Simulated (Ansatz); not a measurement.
# LaVO4 (P2_1/c): spin-orbit coupling beyond the local functionals

Aim: the spin-orbit change of the gap of LaVO4 (P2_1/c).

Calculated with Ansatz 0.2.0; density functionals with and without spin-orbit coupling, plane waves, PAW.

**The experiments to reproduce.**

- Gap 3.5 ± 0.2 eV: earlier reported experimental gap; powder (literature value) (quoted in “Structural phase transition and its consequences on optical behavior of LaV1-xNbxO4”, 2021, arxiv:2102.02442).

- Gap 3.4 eV: indirect optical gap from Tauc plot; diffuse reflectance, Kubelka-Munk; 300 K; powder (solid-state reaction, sintered at 1250 C) (“Structural phase transition and its consequences on optical behavior of LaV1-xNbxO4”, 2021, arxiv:2102.02442).

Most raw output is cut from this account.

In doubt: the elements are of a kind flagged for part-filled d or f shells, though by formal charges that shell is empty here, so the flag may not apply.

### Step 1. Set-up

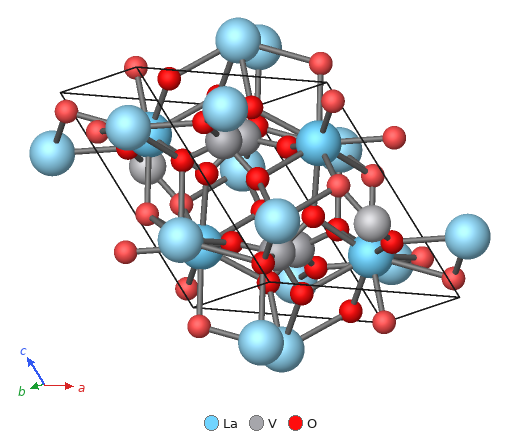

Start, viewed from a free direction; lanthanum blue, vanadium grey, oxygen red. Some periodic images of atoms are drawn too.

The cell and positions come from the Crystallography Open Database and are kept as given unless a step says otherwise. Spin-orbit coupling is left out unless a step names it. The default PAW set here is soft_2. Its files were made with PBE.

### Step 2. HSE06, 2×2×2 mesh

This step: DFT, HSE06, plane waves, PAW.

The input, input.yaml:

```yaml
crystal:
  lattice:
    - [6.725, 0.0, 0.0]
    - [0.0, 7.2827, 0.0]
    - [-4.9123006198, 0.0, 6.8121466218]
  atoms:
    - { symbol: La, position: [0.827399, 0.157198, 0.723776] }
    - { symbol: La, position: [0.172601, 0.657198, 0.776224] }
    - { symbol: La, position: [0.172601, 0.842802, 0.276224] }
    - { symbol: La, position: [0.827399, 0.342802, 0.223776] }
    - { symbol: V, position: [0.31429, 0.16481, 0.69917] }
    - { symbol: V, position: [0.68571, 0.66481, 0.80083] }
    - { symbol: V, position: [0.68571, 0.83519, 0.30083] }
    - { symbol: V, position: [0.31429, 0.33519, 0.19917] }
    - { symbol: O, position: [0.8171, 0.4979, 0.7446] }
    - { symbol: O, position: [0.1829, 0.9979, 0.7554] }
    - { symbol: O, position: [0.1829, 0.5021, 0.2554] }
    - { symbol: O, position: [0.8171, 0.0021, 0.2446] }
    - { symbol: O, position: [0.6098, 0.2795, 0.3821] }
    - { symbol: O, position: [0.3902, 0.7795, 0.1179] }
    - { symbol: O, position: [0.3902, 0.7205, 0.6179] }
    - { symbol: O, position: [0.6098, 0.2205, 0.8821] }
    - { symbol: O, position: [0.6587, 0.895, 0.4829] }
    - { symbol: O, position: [0.3413, 0.395, 0.0171] }
    - { symbol: O, position: [0.3413, 0.105, 0.5171] }
    - { symbol: O, position: [0.6587, 0.605, 0.9829] }
    - { symbol: O, position: [0.8898, 0.8436, 0.8857] }
    - { symbol: O, position: [0.1102, 0.3436, 0.6143] }
    - { symbol: O, position: [0.1102, 0.1564, 0.1143] }
    - { symbol: O, position: [0.8898, 0.6564, 0.3857] }
kpoints:
  mp_grid: { grid: [2, 2, 2] }
  band_path:
    path:
      - [0.0, 0.0, 0.0]
      - [0.0, 0.5, 0.0]
      - [0.0, 0.5, 0.5]
      - [0.0, 0.0, 0.5]
      - [-0.5, 0.0, 0.5]
      - [-0.5, 0.5, 0.5]
      - [-0.5, 0.5, 0.0]
      - [-0.5, 0.0, 0.0]
      - [-0.5, 0.35, 0.0]
      - [-0.5, 0.1, 0.0]
    npoints: 1
hamiltonian:
  xc: hse06
scf:
  occupations: { method: fixed }
  n_extra_bands: 12
output:
  eigenvalues: true
```

Started as:

```
$ ansatz run input.yaml --threads 24 --pin off --max-ram 82944MiB --backend cuda --events-out ev --progress --plain --runs-dir out --devices 1 --max-vram 78GiB
```

Elapsed: 20 s, on 1 × NVIDIA GB200 (shared by 2 runs) with 24 threads of Arm Neoverse V2, shared host; peak memory 1.9 GiB.

Numbers from this step:

```yaml
gap: 5.123 eV
valence_top_at: Y_2
conduction_bottom_at: k = (-0.500, 0.350, 0.000)
least_direct_gap: 5.224 eV
exact_exchange_fraction: 0.25
```

The gap is indirect, with the least direct gap 0.10 eV higher.

### Step 3. HSE06+SOC, 2×2×2 mesh

The many-body steps leave out spin-orbit coupling, so its effect is taken from a two-component run, with twice the bands.

This step: DFT, HSE06 with spin-orbit coupling, plane waves, PAW.

input.yaml: that of step 2 with these lines changed.

```diff
@@ -49,3 +49,6 @@
   occupations: { method: fixed }
-  n_extra_bands: 12
+  n_extra_bands: 24
+magnetization:
+  noncollinear: true
+  spin_orbit: true
 output:
```

Run time: 63 s. Hardware: 1 × NVIDIA GB200 (shared by 2 runs) with 24 threads; peak memory 4.5 GiB.

Numbers from this step:

```yaml
gap: 5.122 eV
valence_top_at: Y_2
conduction_bottom_at: k = (-0.500, 0.350, 0.000)
least_direct_gap: 5.223 eV
exact_exchange_fraction: 0.25
```

The gap is that of HSE06.

### Step 4. Together

Times are wall times on 1 × NVIDIA GB200 (shared by 2 runs) with 24 threads of Arm Neoverse V2, shared host, good to a factor of about two.

```
level  gap (eV)  with coupling (eV)  change (eV)  time  with coupling
HSE06      5.12                5.12       −0.001  20 s           63 s
```

### Step 5. Summary of results

```json
{"HSE06": "5.12 eV", "HSE06+SOC": "5.12 eV"}
```

What this shows: Spin-orbit coupling changes the gap by −0.001 eV and the least direct gap by −0.001 eV. Against experiment, by HSE06+SOC: the gap of 5.12 eV lies +1.62 eV from the measured 3.5 ± 0.2 eV (kind not stated, quoted 2021); the gap of 5.12 eV lies +1.72 eV from the measured 3.4 eV (indirect, 300 K, 2021). The lattice is static and excitons are left out. The runs have no spin polarisation. For a closed low-spin shell that is the natural state; where a d or f shell is open it is a constraint, and the gap is then not the crystal's own.

[Paths, hosts, dates, memory and timing lines, banners, echoed tables and standing remarks are left out of the program output.]

[Logs are printed without paths, hosts, clocks, repeated set-up lines and the standing remarks that a program may print on its own settings, such as how far it seeks lower states.]

[Runs of the session that timed out or met a known fault of the program may be left out.]

[Cells called generated may have been cut or substituted from an entry of the Crystallography Open Database or the Materials Project.]

[Hosts, paths, dates, database ids (printed as entryN), source tags and the programs' standing remarks are cut or masked in the printed files.]
